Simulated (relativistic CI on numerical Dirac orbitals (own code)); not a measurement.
Hg⁺: relativistic CI calculation

- system: Hg⁺.
- method: Dirac-Coulomb-Breit CI, KLI orbitals optimised for each configuration, model QED (radiative potential, 1s self-energy scaled to tabulated hydrogen-like ionisation energies), valence Slater integrals scaled by 0.85, configuration energies shifted to the measured levels that pair with them (semi-empirical) (relativistic CI on numerical Dirac orbitals, in-house)

### Results in brief

- outcome: converged
- lowest level: 5d¹⁰ 6s ²S₁/₂
- first excited level: 5d⁹ 6s² ²D₅/₂, 35,856 cm⁻¹
- levels computed: 1149
- SCF iterations: 306
- hardware: 1 CPU thread, shared host
- wall time: 3.8 s

### Remarks

Caveats: shifts are fitted to measured levels, configurations with none paired borrow a shift and can be misplaced by tens of thousands of cm⁻¹; rates and lifetimes follow the computed energies and can be off by orders of magnitude; one shift a configuration: terms inside it, and wavelengths, can be off by thousands of cm⁻¹; the fine structure of a weakly bound d or f electron outside closed shells is too small or inverted; only a limited list of configurations is included, so lower levels can be missing.

### Input
```
atom Hg  Z=80  charge=1  electrons=79
nucleus A=202  rms_radius_fm=5.4648
hamiltonian dirac-coulomb  breit=on  qed=on  c_scale=1
orbitals kli  potential=per-configuration
slater_scale 0.85
correlation fit
mixing on
configurations
  [Xe] 4f14 5d10 6s
  [Xe] 4f14 5d9 6s2
  [Xe] 4f14 5d10 6p
  [Xe] 4f14 5d9 6s 6p
  [Xe] 4f14 5d10 7s
  [Xe] 4f14 5d10 6d
  [Xe] 4f14 5d10 7p
  [Xe] 4f14 5d10 5f
  [Xe] 4f14 5d8 6s 6p2
  [Xe] 4f14 5d10 8s
  [Xe] 4f14 5d10 7d
  [Xe] 4f14 5d10 8p
  [Xe] 4f14 5d8 6s2 6p
  [Xe] 4f14 5d10 5g
  [Xe] 4f14 5d10 6f
  [Xe] 4f14 5d9 6p2
  [Xe] 4f14 5d10 8d
  [Xe] 4f14 5d10 7f
  [Xe] 4f14 5d9 6s 7p
  [Xe] 4f14 5d9 6s 7s
  [Xe] 4f14 5d9 6s 8s
  [Xe] 4f14 5d9 5f 6s
  [Xe] 4f14 5d9 6s 7d
  [Xe] 4f14 5d9 6s 6d
  [Xe] 4f14 5d9 6s 8p
  [Xe] 4f14 5d9 5g 6s
  [Xe] 4f14 5d9 6s 6f
  [Xe] 4f14 5d8 6s 6d2
  [Xe] 4f14 5d9 6s 8d
end
```

The run was one of a batch that the task file lists, launched with:
```bash
python <driver script> task.json out
```

The program writes its results to a structured record and prints no log; tables and figures of this report are taken from that record.

### The lowest 45 levels

| Configuration | Level | E (cm⁻¹) | LS purity (%) | Landé g | Lifetime (s; – stable or not computed) |
| --- | --- | --- | --- | --- | --- |
| 5d¹⁰ 6s | ²S₁/₂ | 0 | 99 | 2.002 | – |
| 5d⁹ 6s² | ²D₅/₂ | 35,860 | 97 | 1.200 | 7.4×10⁻² |
| 5d⁹ 6s² | ²D₃/₂ | 50,210 | 97 | 0.799 | 9.3×10⁻³ |
| 5d¹⁰ 6p | ²P°₁/₂ | 52,060 | 97 | 0.665 | 1.9×10⁻⁹ |
| 5d¹⁰ 6p | ²P°₃/₂ | 60,040 | 97 | 1.334 | 1.3×10⁻⁹ |
| 5d⁹ 6s 6p | [(5d₅/₂)⁵ 6s 6p₁/₂] J = 5/2 | 80,690 | 76 | 1.525 | 3.7×10⁻⁷ |
| 5d⁹ 6s 6p | [(5d₅/₂)⁵ 6s 6p₁/₂] J = 7/2 | 85,540 | 61 | 1.263 | 4.4×10⁻⁸ |
| 5d⁹ 6s 6p | [(5d₅/₂)⁵ 6s 6p₁/₂] J = 5/2 | 86,250 | 44 | 1.025 | 2.9×10⁻⁷ |
| 5d⁹ 6s 6p | [(5d₅/₂)⁵ 6s 6p₁/₂] J = 3/2 | 87,420 | 43 | 1.351 | 1.5×10⁻⁸ |
| 5d⁹ 6s 6p | ⁴F°₉/₂ | 91,140 | 99 | 1.334 | 3.2×10⁻¹ |
| 5d⁹ 6s 6p | J = 3/2 (odd, mixed) | 94,480 | 48 | 0.902 | 1.8×10⁻⁸ |
| 5d⁹ 6s 6p | [(5d₅/₂)⁵ 6s 6p₃/₂] J = 7/2 | 95,510 | 72 | 1.359 | 5.3×10⁻⁷ |
| 5d¹⁰ 7s | ²S₁/₂ | 95,710 | 100 | 2.002 | 1.6×10⁻⁹ |
| 5d⁹ 6s 6p | [(5d₅/₂)⁵ 6s 6p₃/₂] J = 5/2 | 95,950 | 40 | 1.237 | 6.0×10⁻⁸ |
| 5d⁹ 6s 6p | [(5d₅/₂)⁵ 6s 6p₃/₂] J = 1/2 | 96,460 | 52 | 1.547 | 3.0×10⁻⁹ |
| 5d⁹ 6s 6p | [(5d₃/₂)³ 6s 6p₁/₂] J = 3/2 | 98,010 | 50 | 0.719 | 5.7×10⁻⁸ |
| 5d⁹ 6s 6p | [(5d₃/₂)³ 6s 6p₁/₂] J = 5/2 | 101,900 | 41 | 1.021 | 4.5×10⁻⁸ |
| 5d⁹ 6s 6p | ²P°₃/₂ | 105,000 | 67 | 1.274 | 8.8×10⁻¹⁰ |
| 5d¹⁰ 6d | ²D₃/₂ | 105,100 | 99 | 0.800 | 1.0×10⁻⁹ |
| 5d¹⁰ 6d | ²D₅/₂ | 105,500 | 99 | 1.200 | 1.2×10⁻⁹ |
| 5d⁹ 6s 6p | J = 1/2 (odd, mixed) | 105,500 | 53 | 0.351 | 8.4×10⁻¹⁰ |
| 5d⁹ 6s 6p | [(5d₃/₂)³ 6s 6p₃/₂] J = 1/2 | 105,900 | 44 | 1.461 | 1.2×10⁻⁹ |
| 5d⁹ 6s 6p | J = 3/2 (odd, mixed) | 108,300 | 31 | 1.245 | 1.1×10⁻⁹ |
| 5d⁹ 6s 6p | ²F°₇/₂ | 108,300 | 69 | 1.175 | 1.3×10⁻⁹ |
| 5d⁹ 6s 6p | [(5d₃/₂)³ 6s 6p₃/₂] J = 3/2 | 109,100 | 29 | 1.284 | 1.2×10⁻⁹ |
| 5d¹⁰ 7p | ²P°₁/₂ | 109,800 | 85 | 0.650 | 3.3×10⁻⁹ |
| 5d⁹ 6s 6p | [(5d₃/₂)³ 6s 6p₃/₂] J = 5/2 | 110,100 | 45 | 1.244 | 4.3×10⁻⁹ |
| 5d⁹ 6s 6p | ²F°₇/₂ | 112,600 | 88 | 1.155 | 6.1×10⁻¹⁰ |
| 5d⁹ 6s 6p | ²D°₅/₂ | 114,200 | 74 | 1.147 | 4.6×10⁻¹⁰ |
| 5d¹⁰ 7p | J = 3/2 (odd, mixed) | 114,800 | 48 | 1.315 | 3.1×10⁻¹⁰ |
| 5d¹⁰ 8s | ²S₁/₂ | 121,400 | 100 | 2.002 | 3.1×10⁻⁹ |
| 5d¹⁰ 5f | ²F°₅/₂ | 123,200 | 94 | 0.862 | 3.1×10⁻⁹ |
| 5d¹⁰ 5f | ²F°₇/₂ | 123,400 | 99 | 1.143 | 4.7×10⁻⁹ |
| 5d⁹ 6s 6p | ²P°₁/₂ | 124,800 | 60 | 0.658 | 4.1×10⁻¹⁰ |
| 5d¹⁰ 7d | ²D₃/₂ | 125,200 | 99 | 0.800 | 2.8×10⁻⁹ |
| 5d¹⁰ 7d | ²D₅/₂ | 125,400 | 100 | 1.200 | 3.4×10⁻⁹ |
| 5d⁹ 6s 6p | ²F°₅/₂ | 125,900 | 74 | 0.909 | 4.4×10⁻¹⁰ |
| 5d¹⁰ 8p | ²P°₁/₂ | 127,500 | 67 | 0.664 | 8.8×10⁻¹⁰ |
| 5d¹⁰ 8p | ²P°₃/₂ | 127,500 | 76 | 1.210 | 1.8×10⁻⁹ |
| 5d⁹ 6s 6p | ²D°₃/₂ | 128,500 | 62 | 0.966 | 5.2×10⁻¹⁰ |
| 5d¹⁰ 6f | ²F°₇/₂ | 133,100 | 100 | 1.143 | 1.3×10⁻⁸ |
| 5d¹⁰ 6f | ²F°₅/₂ | 133,100 | 99 | 0.857 | 1.1×10⁻⁸ |
| 5d⁹ 6s 7s | ⁴D₇/₂ | 133,300 | 100 | 1.429 | 1.3×10⁻⁹ |
| 5d¹⁰ 8d | ²D₃/₂ | 134,600 | 99 | 0.800 | 7.4×10⁻⁹ |
| 5d¹⁰ 8d | ²D₅/₂ | 134,600 | 79 | 1.219 | 4.4×10⁻⁹ |

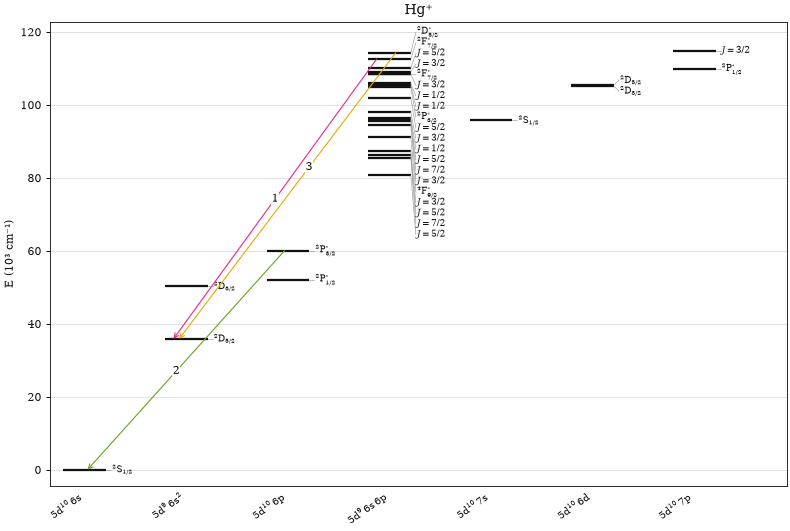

*Levels of Hg⁺ (mercury, Z = 80) with 3 numbered transitions. Rates are at computed energies, in the length gauge.*

| No. | Upper | Lower | Type | λ (vacuum) | A (s⁻¹) |
| --- | --- | --- | --- | --- | --- |
| 1 | 5d⁹ 6s 6p ²F°₇/₂ | 5d⁹ 6s² ²D₅/₂ | E1 | 130.4 nm | 1.6×10⁹ |
| 2 | 5d¹⁰ 6p ²P°₃/₂ | 5d¹⁰ 6s ²S₁/₂ | E1 | 166.6 nm | 7.8×10⁸ |
| 3 | 5d⁹ 6s 6p ²D°₅/₂ | 5d⁹ 6s² ²D₅/₂ | E1 | 127.6 nm | 2.1×10⁹ |

Line 3 has the largest rate; it falls in the vacuum ultraviolet region.
